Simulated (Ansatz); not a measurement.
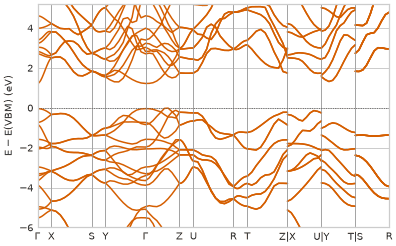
Figure: Band structure from plane-wave PAW PBE+D3(BJ) (Ansatz code)

**Question.** Read off the gap and where the band edges lie.

**Answer.** About 1.2 eV (1.22 eV by a search for the band edges); maximum on the Γ–Z line, 62 % of the way from Γ, minimum at Γ.

The material is GeS in space group Pnma (No. 62; Ge on 4c, S on 4c).

The PBE+D3(BJ) relaxation kept the symmetry of its start. Scalar-relativistic: spin–orbit coupling is off unless named, which matters more the heavier the elements.

Potentials: the later of the program's two PAW sets.
